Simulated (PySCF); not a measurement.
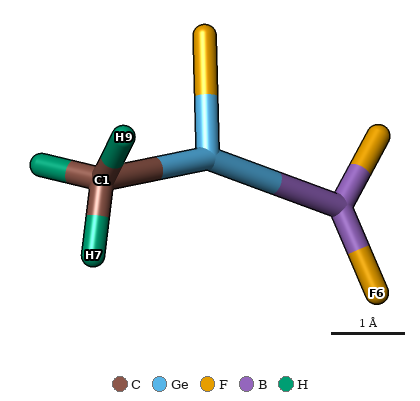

The starting structure (stick view, seen at a tilt; atoms are numbered from 1 in the order of the input). Sticks mark near contacts.

## Geometry relaxation of CH3BF3Ge (charge +1) (part 1 of 4)

CH3BF3Ge, charge +1, SMILES [CH3][Ge+]([F])[B](F)F, computed with HF/3-21G, RHF (PySCF 2.14.0).

The atoms were displaced at random from an optimised geometry. Figures and captions count atoms from 1; the log counts them from 0 in places.

### The input (run.py)
```python
from pyscf import gto, scf
from pyscf.geomopt.geometric_solver import kernel as optimise

mol = gto.M(
    atom='start.xyz',
    charge=1,
    basis='3-21g',
    verbose=4,
    max_memory=1860,
)

calc0 = scf.RHF(mol)
converged, mol_eq = optimise(calc0, maxsteps=100)
print('converged:', converged)
print(mol_eq.tostring())

calc0.reset(mol_eq)
mol = mol_eq
calc0.kernel()
e_tot = calc0.e_tot
print('E = %.10f Eh' % e_tot)
```

### File start.xyz
```
9
CH3BF3Ge
C     -1.861775    -0.166366    -0.002539
Ge     0.024094     0.234271    -0.000838
F      0.150243     1.954673    -0.036096
B      2.319600    -0.322175    -0.031233
F      3.035334     0.696129     0.024142
F      2.764903    -1.518758     0.083109
H     -2.017907    -1.211779    -0.127700
H     -2.202975     0.177137    -0.878022
H     -2.180694     0.243248     0.920189
```

Run as:
```bash
OMP_NUM_THREADS=1 python run.py
```

### Log
```
PySCF version 2.14.0

[INPUT] num. atoms = 9
[INPUT] num. electrons = 72
[INPUT] charge = 1
[INPUT] spin (= nelec alpha-beta = 2S) = 0
[INPUT] symmetry False subgroup None
[INPUT] Mole.unit = angstrom
[INPUT] Symbol           X                Y                Z      unit          X                Y                Z       unit  Magmom
[INPUT]  1 C     -1.861775000000  -0.166366000000  -0.002539000000 AA   -3.518244855562  -0.314386176439  -0.004798014630 Bohr   0.0
[INPUT]  2 Ge     0.024094000000   0.234271000000  -0.000838000000 AA    0.045531061245   0.442708028928  -0.001583590492 Bohr   0.0
[INPUT]  3 F      0.150243000000   1.954673000000  -0.036096000000 AA    0.283918122133   3.693796633082  -0.068211554192 Bohr   0.0
[INPUT]  4 B      2.319600000000  -0.322175000000  -0.031233000000 AA    4.383408718541  -0.608822514182  -0.059021816049 Bohr   0.0
[INPUT]  5 F      3.035334000000   0.696129000000   0.024142000000 AA    5.735949956581   1.315493157367   0.045621768099 Bohr   0.0
[INPUT]  6 F      2.764903000000  -1.518758000000   0.083109000000 AA    5.224909430988  -2.870036669492   0.157053248486 Bohr   0.0
[INPUT]  7 H     -2.017907000000  -1.211779000000  -0.127700000000 AA   -3.813291574843  -2.289930433499  -0.241318026107 Bohr   0.0
[INPUT]  8 H     -2.202975000000   0.177137000000  -0.878022000000 AA   -4.163019409264   0.334740416527  -1.659221111343 Bohr   0.0
[INPUT]  9 H     -2.180694000000   0.243248000000   0.920189000000 AA   -4.120914421482   0.459672100348   1.738905192837 Bohr   0.0

nuclear repulsion = 429.444711034296
number of shells = 41
number of NR pGTOs = 138
number of NR cGTOs = 73
basis = 3-21g
ecp = {}
Create scanner for <class 'pyscf.grad.rhf.Gradients'>
Create scanner for <class 'pyscf.scf.hf.RHF'>

#|     Arguments passed to driver run_optimizer():      |#
customengine              <pyscf.geomopt.geometric_solver.PySCFEngine object>
maxiter                   100
----------------------------------------------------------
Custom engine selected.
Bonds will be generated from interatomic distances less than 1.20 times sum of covalent radii
27 internal coordinates being used (instead of 27 Cartesians)
Internal coordinate system (atoms numbered from 1):
Distance 1-2
Distance 1-7
Distance 1-8
Distance 1-9
Distance 2-3
Distance 2-4
Distance 4-5
Distance 4-6
Angle 2-1-7
Angle 2-1-8
Angle 2-1-9
Angle 7-1-8
Angle 7-1-9
Angle 8-1-9
Angle 1-2-4
Angle 3-2-4
Angle 2-4-6
Angle 5-4-6
Out-of-Plane 2-1-3-4
Out-of-Plane 4-2-5-6
Dihedral 7-1-2-3
Dihedral 7-1-2-4
Dihedral 8-1-2-3
Dihedral 8-1-2-4
Dihedral 9-1-2-3
Dihedral 9-1-2-4
Dihedral 1-2-4-5
Dihedral 1-2-4-6
Dihedral 3-2-4-5
Dihedral 3-2-4-6
Translation-X 1-9
Translation-Y 1-9
Translation-Z 1-9
Rotation-A 1-9
Rotation-B 1-9
Rotation-C 1-9
<class 'geometric.internal.Distance'> : 8
<class 'geometric.internal.Angle'> : 10
<class 'geometric.internal.OutOfPlane'> : 2
<class 'geometric.internal.Dihedral'> : 10
<class 'geometric.internal.TranslationX'> : 1
<class 'geometric.internal.TranslationY'> : 1
<class 'geometric.internal.TranslationZ'> : 1
<class 'geometric.internal.RotationA'> : 1
<class 'geometric.internal.RotationB'> : 1
<class 'geometric.internal.RotationC'> : 1
> ===== Optimization Info: ====
> Job type: Energy minimization
> Maximum number of optimization cycles: 100
> Initial / maximum trust radius (Angstrom): 0.100 / 0.300
> Convergence Criteria:
> Will converge when all 5 criteria are reached:
>  |Delta-E| < 1.00e-06
>  RMS-Grad  < 3.00e-04
>  Max-Grad  < 4.50e-04
>  RMS-Disp  < 1.20e-03
>  Max-Disp  < 1.80e-03
> === End Optimization Info ===

Geometry optimization cycle 1
Cartesian coordinates (Angstrom)
 Atom        New coordinates             dX        dY        dZ
   C  -1.861775  -0.166366  -0.002539    0.000000  0.000000  0.000000
  Ge   0.024094   0.234271  -0.000838    0.000000  0.000000  0.000000
   F   0.150243   1.954673  -0.036096    0.000000 -0.000000  0.000000
   B   2.319600  -0.322175  -0.031233    0.000000  0.000000  0.000000
   F   3.035334   0.696129   0.024142    0.000000 -0.000000  0.000000
   F   2.764903  -1.518758   0.083109    0.000000  0.000000  0.000000
   H  -2.017907  -1.211779  -0.127700    0.000000  0.000000  0.000000
   H  -2.202975   0.177137  -0.878022    0.000000  0.000000  0.000000
   H  -2.180694   0.243248   0.920189    0.000000  0.000000  0.000000

WARN: Mole.unit (angstrom) is changed to Bohr

New geometry
   1 C     -1.861775000000  -0.166366000000  -0.002539000000 AA   -3.518244855562  -0.314386176439  -0.004798014630 Bohr
   2 Ge     0.024094000000   0.234271000000  -0.000838000000 AA    0.045531061245   0.442708028928  -0.001583590492 Bohr
   3 F      0.150243000000   1.954673000000  -0.036096000000 AA    0.283918122133   3.693796633082  -0.068211554192 Bohr
   4 B      2.319600000000  -0.322175000000  -0.031233000000 AA    4.383408718541  -0.608822514182  -0.059021816049 Bohr
   5 F      3.035334000000   0.696129000000   0.024142000000 AA    5.735949956581   1.315493157367   0.045621768099 Bohr
   6 F      2.764903000000  -1.518758000000   0.083109000000 AA    5.224909430988  -2.870036669492   0.157053248486 Bohr
   7 H     -2.017907000000  -1.211779000000  -0.127700000000 AA   -3.813291574843  -2.289930433499  -0.241318026107 Bohr
   8 H     -2.202975000000   0.177137000000  -0.878022000000 AA   -4.163019409264   0.334740416527  -1.659221111343 Bohr
   9 H     -2.180694000000   0.243248000000   0.920189000000 AA   -4.120914421482   0.459672100348   1.738905192837 Bohr

******** <class 'pyscf.scf.hf.RHF_Scanner'> ********
method = RHF_Scanner
initial guess = minao
damping factor = 0
level_shift factor = 0
DIIS = <class 'pyscf.scf.diis.CDIIS'>
diis_start_cycle = 1
diis_space = 8
diis_damp = 0
SCF conv_tol = 1e-09
SCF conv_tol_grad = None
SCF max_cycles = 50
direct_scf = True
direct_scf_tol = 1e-13
Set gradient conv threshold to 3.16228e-05
Initial guess from minao.
init E= -2424.6753554501
  HOMO = -0.332332588164821  LUMO = -0.0867167013751233  gap/eV = 6.68355
cycle= 1 E= -2425.71268339126  delta_E= -1.04  |g|= 0.757  |ddm|= 2.64
  HOMO = -0.650697318292996  LUMO = -0.252174276654815  gap/eV = 10.84436
cycle= 2 E= -2425.82441165606  delta_E= -0.112  |g|= 0.475  |ddm|= 1.05
  HOMO = -0.649916785198833  LUMO = -0.224808773246847  gap/eV = 11.56778
cycle= 3 E= -2425.85758985195  delta_E= -0.0332  |g|= 0.056  |ddm|= 0.353
  HOMO = -0.63746951155643  LUMO = -0.210272102250133  gap/eV = 11.62463
cycle= 4 E= -2425.8588186078  delta_E= -0.00123  |g|= 0.0172  |ddm|= 0.0809
  HOMO = -0.638983675892249  LUMO = -0.21064578687406  gap/eV = 11.65567
cycle= 5 E= -2425.85891609186  delta_E= -9.75e-05  |g|= 0.00642  |ddm|= 0.0255
  HOMO = -0.639653281026761  LUMO = -0.210954350821223  gap/eV = 11.66549
cycle= 6 E= -2425.85893204265  delta_E= -1.6e-05  |g|= 0.00156  |ddm|= 0.00926
  HOMO = -0.639556516140471  LUMO = -0.210932967568909  gap/eV = 11.66344
cycle= 7 E= -2425.85893415762  delta_E= -2.11e-06  |g|= 0.000445  |ddm|= 0.00394
  HOMO = -0.63952708186314  LUMO = -0.210893086658317  gap/eV = 11.66373
cycle= 8 E= -2425.85893433046  delta_E= -1.73e-07  |g|= 0.000162  |ddm|= 0.00104
  HOMO = -0.639518853020463  LUMO = -0.210900211224541  gap/eV = 11.66331
cycle= 9 E= -2425.85893434257  delta_E= -1.21e-08  |g|= 4.38e-05  |ddm|= 0.000244
  HOMO = -0.639519950455807  LUMO = -0.210906206721127  gap/eV = 11.66317
cycle= 10 E= -2425.85893434365  delta_E= -1.09e-09  |g|= 1.26e-05  |ddm|= 7.78e-05
  HOMO = -0.639521019047509  LUMO = -0.210906359509657  gap/eV = 11.66320
cycle= 11 E= -2425.85893434375  delta_E= -1.03e-10  |g|= 4.35e-06  |ddm|= 2.4e-05
  HOMO = -0.639521156898437  LUMO = -0.210906641109248  gap/eV = 11.66320
Extra cycle  E= -2425.85893434377  delta_E= -2e-11  |g|= 2e-06  |ddm|= 5.57e-06
converged SCF energy = -2425.85893434377

******** <class 'pyscf.grad.rhf.Gradients_Scanner'> for <class 'pyscf.scf.hf.RHF_Scanner'> ********
unit = Eh/Bohr
--------------- RHF_Scanner gradients ---------------
         x                y                z
0 C    -0.0633364505     0.0447600475    -0.0349271667
1 Ge    -0.0446614188    -0.0395947944     0.0090243386
2 F     0.0041677793     0.0355997801    -0.0020093476
3 B     0.0866606519     0.0358281845    -0.0074195167
4 F    -0.0479109570    -0.0797224690     0.0016795259
5 F    -0.0025985910     0.0404953487     0.0020301127
6 H     0.0036338406     0.0173849256    -0.0167950592
7 H     0.0383299037    -0.0481450217     0.0555556270
8 H     0.0257152418    -0.0066060012    -0.0071385141
----------------------------------------------
cycle 1: E = -2425.85893434  dE = -2425.86  norm(grad) = 0.198866
Step    0 : Gradient = 6.629e-02/9.407e-02 (rms/max) Energy = -2425.8589343438
Hessian Eigenvalues: 2.30000e-02 2.30000e-02 2.39093e-02 ... 4.76109e-01 7.24805e-01 8.47584e-01

Geometry optimization cycle 2
Cartesian coordinates (Angstrom)
 Atom        New coordinates             dX        dY        dZ
   C  -1.785227  -0.194709  -0.000841    0.076548 -0.028343  0.001698
  Ge   0.087328   0.313123   0.006453    0.063234  0.078852  0.007291
   F   0.252156   1.982469  -0.023370    0.101913  0.027796  0.012726
   B   2.223758  -0.298484  -0.008498   -0.095842  0.023691  0.022735
   F   3.014158   0.732860  -0.007480   -0.021176  0.036731 -0.031622
   F   2.576496  -1.555101   0.071343   -0.188407 -0.036343 -0.011766
   H  -1.893219  -1.269345  -0.079077    0.124688 -0.057566  0.048623
   H  -2.215893   0.186165  -0.910970   -0.012918  0.009028 -0.032948
   H  -2.228736   0.189402   0.903452   -0.048042 -0.053846 -0.016737
New geometry
   1 C     -1.785227138422  -0.194708849953  -0.000840625778 AA   -3.373590361758  -0.367946400441  -0.001588552494 Bohr
   2 Ge     0.087328483551   0.313122669483   0.006452939166 AA    0.165026916784   0.591716088716   0.012194287723 Bohr
   3 F      0.252156482194   1.982468652471  -0.023370055774 AA    0.476506691881   3.746322803706  -0.044163004928 Bohr
   4 B      2.223758217487  -0.298483568158  -0.008498136280 AA    4.202293998302  -0.564052196502  -0.016059150139 Bohr
   5 F      3.014158275128   0.732860288598  -0.007480225936 AA    5.695933636083   1.384905233020  -0.014135578368 Bohr
   6 F      2.576495786838  -1.555101313884   0.071342556588 AA    4.868871398220  -2.938715579193   0.134817892977 Bohr
   7 H     -1.893218594453  -1.269344583719  -0.079076579511 AA   -3.577664637451  -2.398713620929  -0.149433078144 Bohr
   8 H     -2.215892647100   0.186164783306  -0.910969876747 AA   -4.187430224457   0.351800454488  -1.721483574782 Bohr
   9 H     -2.228735865226   0.189401921857   0.903452004274 AA   -4.211700389272   0.357917759775   1.707276854766 Bohr

******** <class 'pyscf.scf.hf.RHF_Scanner'> ********
method = RHF_Scanner
initial guess = minao
damping factor = 0
level_shift factor = 0
DIIS = <class 'pyscf.scf.diis.CDIIS'>
diis_start_cycle = 1
diis_space = 8
diis_damp = 0
SCF conv_tol = 1e-09
SCF conv_tol_grad = None
SCF max_cycles = 50
direct_scf = True
direct_scf_tol = 1e-13
Set gradient conv threshold to 3.16228e-05
init E= -2425.84716569382
  HOMO = -0.65407145585563  LUMO = -0.209607065237406  gap/eV = 12.09449
cycle= 1 E= -2425.88993468047  delta_E= -0.0428  |g|= 0.0582  |ddm|= 0.288
  HOMO = -0.6556430592155  LUMO = -0.218754367807669  gap/eV = 11.88835
cycle= 2 E= -2425.89109456512  delta_E= -0.00116  |g|= 0.026  |ddm|= 0.0921
  HOMO = -0.655518637036982  LUMO = -0.216153640297174  gap/eV = 11.95573
cycle= 3 E= -2425.89123866239  delta_E= -0.000144  |g|= 0.00838  |ddm|= 0.0225
  HOMO = -0.655209631803468  LUMO = -0.215506049777551  gap/eV = 11.96494
cycle= 4 E= -2425.89126735368  delta_E= -2.87e-05  |g|= 0.00159  |ddm|= 0.0136
  HOMO = -0.655412184814982  LUMO = -0.215823435862229  gap/eV = 11.96182
cycle= 5 E= -2425.89126879474  delta_E= -1.44e-06  |g|= 0.000578  |ddm|= 0.00295
  HOMO = -0.655485996962498  LUMO = -0.215848393226607  gap/eV = 11.96315
cycle= 6 E= -2425.89126893249  delta_E= -1.38e-07  |g|= 0.000182  |ddm|= 0.000785
  HOMO = -0.655479941621498  LUMO = -0.215837521520787  gap/eV = 11.96328
cycle= 7 E= -2425.89126895205  delta_E= -1.96e-08  |g|= 5.21e-05  |ddm|= 0.000331
  HOMO = -0.655476624754938  LUMO = -0.215834621521001  gap/eV = 11.96327
cycle= 8 E= -2425.89126895355  delta_E= -1.51e-09  |g|= 2.05e-05  |ddm|= 9.82e-05
  HOMO = -0.655477922069455  LUMO = -0.215835207945099  gap/eV = 11.96329
cycle= 9 E= -2425.89126895374  delta_E= -1.84e-10  |g|= 5.66e-06  |ddm|= 3.09e-05
  HOMO = -0.655477850426676  LUMO = -0.215835264684254  gap/eV = 11.96328
Extra cycle  E= -2425.89126895378  delta_E= -4.27e-11  |g|= 2.85e-06  |ddm|= 8.42e-06
converged SCF energy = -2425.89126895378

******** <class 'pyscf.grad.rhf.Gradients_Scanner'> for <class 'pyscf.scf.hf.RHF_Scanner'> ********
unit = Eh/Bohr
--------------- RHF_Scanner gradients ---------------
         x                y                z
0 C    -0.0251801244     0.0163963899     0.0059968842
1 Ge    -0.0186973122    -0.0064584951     0.0038574403
2 F     0.0056716614     0.0025504686    -0.0008498538
3 B     0.0357426366     0.0062764189    -0.0060051960
4 F    -0.0126797697    -0.0095668784     0.0020991848
5 F    -0.0020715177     0.0042664503     0.0019295287
6 H    -0.0002926565     0.0013189786    -0.0081703885
7 H     0.0082511244    -0.0124153709    -0.0002718298
8 H     0.0092559581    -0.0023679619     0.0014142301
----------------------------------------------
cycle 2: E = -2425.89126895  dE = -0.0323346  norm(grad) = 0.058348
Step    1 : Displace = 1.087e-01/1.922e-01 (rms/max) Trust = 1.000e-01 (=) Grad = 1.945e-02/3.678e-02 (rms/max) E (change) = -2425.8912689538 (-3.233e-02) Quality = 1.026
Hessian Eigenvalues: 2.30000e-02 2.30009e-02 2.39168e-02 ... 5.04847e-01 7.26015e-01 8.27614e-01

Geometry optimization cycle 3
Cartesian coordinates (Angstrom)
 Atom        New coordinates             dX        dY        dZ
   C  -1.667623  -0.225617  -0.012210    0.117604 -0.030908 -0.011369
  Ge   0.139786   0.396076   0.009391    0.052458  0.082953  0.002938
   F   0.218321   2.062743  -0.007857   -0.033835  0.080275  0.015513
   B   2.076756  -0.254057   0.034551   -0.147002  0.044427  0.043049
   F   3.028253   0.654409  -0.043937    0.014095 -0.078452 -0.036457
   F   2.310809  -1.547680   0.048964   -0.265687  0.007421 -0.022378
   H  -1.710197  -1.309779  -0.035460    0.183021 -0.040435  0.043617
   H  -2.163305   0.171604  -0.902308    0.052588 -0.014560  0.008662
   H  -2.201977   0.138681   0.859877    0.026759 -0.050721 -0.043575
New geometry
   1 C     -1.667623242929  -0.225617160763  -0.012209686494 AA   -3.151351208095  -0.426354642844  -0.023072963541 Bohr
   2 Ge     0.139786021921   0.396075829602   0.009390887289 AA    0.264157297472   0.748474842507   0.017746205042 Bohr
   3 F      0.218321107459   2.062743329494  -0.007857371706 AA    0.412567100310   3.898019958017  -0.014848280584 Bohr
   4 B      2.076755853627  -0.254056987934   0.034551227479 AA    3.924499790943  -0.480098127228   0.065292357203 Bohr
   5 F      3.028253474644   0.654408653402  -0.043936886840 AA    5.722569702840   1.236653128475  -0.083028682893 Bohr
   6 F      2.310809261321  -1.547680140786   0.048964404354 AA    4.366796630005  -2.924691594514   0.092529314081 Bohr
   7 H     -1.710197343716  -1.309779360076  -0.035459626518 AA   -3.231804598581  -2.475124274151  -0.067008982598 Bohr
   8 H     -2.163305096172   0.171604425463  -0.902307566603 AA   -4.088054155641   0.324285365889  -1.705114181003 Bohr
   9 H     -2.201977036141   0.138681411580   0.859876619036 AA   -4.161133530889   0.262069886453   1.624931310895 Bohr

******** <class 'pyscf.scf.hf.RHF_Scanner'> ********
method = RHF_Scanner
initial guess = minao
damping factor = 0
level_shift factor = 0
DIIS = <class 'pyscf.scf.diis.CDIIS'>
diis_start_cycle = 1
diis_space = 8
diis_damp = 0
SCF conv_tol = 1e-09
SCF conv_tol_grad = None
SCF max_cycles = 50
direct_scf = True
direct_scf_tol = 1e-13
Set gradient conv threshold to 3.16228e-05
init E= -2425.93715513992
  HOMO = -0.669324966814111  LUMO = -0.210640447517342  gap/eV = 12.48144
cycle= 1 E= -2425.89623117133  delta_E= 0.0409  |g|= 0.07  |ddm|= 0.35
  HOMO = -0.684424321198252  LUMO = -0.231861800093381  gap/eV = 12.31485
cycle= 2 E= -2425.89823741624  delta_E= -0.00201  |g|= 0.0304  |ddm|= 0.124
  HOMO = -0.682947084332457  LUMO = -0.227896317411298  gap/eV = 12.38256
cycle= 3 E= -2425.89847207817  delta_E= -0.000235  |g|= 0.0122  |ddm|= 0.0301
  HOMO = -0.682091581234773  LUMO = -0.227045109510866  gap/eV = 12.38245
cycle= 4 E= -2425.89852411551  delta_E= -5.2e-05  |g|= 0.00186  |ddm|= 0.0187
  HOMO = -0.682433217028477  LUMO = -0.227527513842175  gap/eV = 12.37861
cycle= 5 E= -2425.8985262769  delta_E= -2.16e-06  |g|= 0.000655  |ddm|= 0.00358
  HOMO = -0.682492833034207  LUMO = -0.227544561220234  gap/eV = 12.37977
cycle= 6 E= -2425.8985265553  delta_E= -2.78e-07  |g|= 0.000271  |ddm|= 0.00129
  HOMO = -0.68245369591064  LUMO = -0.2275210227336  gap/eV = 12.37935
cycle= 7 E= -2425.8985266027  delta_E= -4.74e-08  |g|= 7.74e-05  |ddm|= 0.00057
  HOMO = -0.682451270749518  LUMO = -0.227521120867664  gap/eV = 12.37928
cycle= 8 E= -2425.89852660744  delta_E= -4.75e-09  |g|= 3.35e-05  |ddm|= 0.000175
  HOMO = -0.6824534035473  LUMO = -0.22752161368396  gap/eV = 12.37932
cycle= 9 E= -2425.89852660834  delta_E= -8.97e-10  |g|= 9.64e-06  |ddm|= 7.57e-05
  HOMO = -0.682453375171859  LUMO = -0.227521889612245  gap/eV = 12.37932
Extra cycle  E= -2425.89852660842  delta_E= -7.59e-11  |g|= 5.25e-06  |ddm|= 1.88e-05
converged SCF energy = -2425.89852660842

******** <class 'pyscf.grad.rhf.Gradients_Scanner'> for <class 'pyscf.scf.hf.RHF_Scanner'> ********
unit = Eh/Bohr
--------------- RHF_Scanner gradients ---------------
         x                y                z
0 C    -0.0034376801     0.0064867456     0.0055979188
1 Ge     0.0151194980    -0.0150807727    -0.0020129164
2 F     0.0035150115    -0.0032289054     0.0001010255
3 B    -0.0158254030     0.0069414353     0.0048620083
4 F     0.0018160974     0.0025374988    -0.0019943684
5 F    -0.0022987689     0.0040121598    -0.0019053662
6 H     0.0016523649    -0.0019135840    -0.0002815167
7 H    -0.0006277718     0.0012612829    -0.0040726226
8 H     0.0000866520    -0.0010158604    -0.0002941624
----------------------------------------------
cycle 3: E = -2425.89852661  dE = -0.00725765  norm(grad) = 0.0309074
Step    2 : Displace = 1.422e-01/2.671e-01 (rms/max) Trust = 1.414e-01 (+) Grad = 1.030e-02/2.145e-02 (rms/max) E (change) = -2425.8985266084 (-7.258e-03) Quality = 0.837
Hessian Eigenvalues: 2.29987e-02 2.30001e-02 2.38796e-02 ... 5.08990e-01 7.25412e-01 8.33166e-01
```
